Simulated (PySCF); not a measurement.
Molecule: HCl2Si, SMILES Cl[SiH]Cl, doublet. Atoms near the plane z = 0.0 Å, at the B3LYP/def2-SVP optimised geometry (x, y, z in Å): Cl1 (-1.1, 1.0, 0.0), Si2 (-0.4, -1.0, 0.0), H4 (1.1, -1.0, 0.0).

Computed with unrestricted B3LYP/def2-TZVP in PySCF. Cells within 0.4 Å of a nucleus heavier than hydrogen are left out (blank, or x). The values are rescaled to run from 0 to 1.

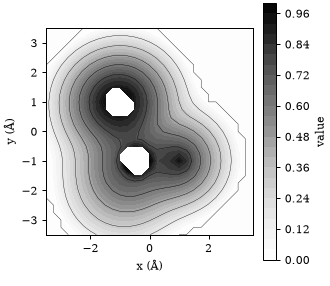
*a field on the plane z = 0.0 Å.*

Q: Which quantity is mapped?
(A) Laplacian of the electron density
(B) log10 of the electron density
(C) spin density
(D) deformation density (molecule minus spherical neutral atoms)

A: B, log10 of the electron density. In full: log10 of the electron density (e/bohr³), floored at −4.
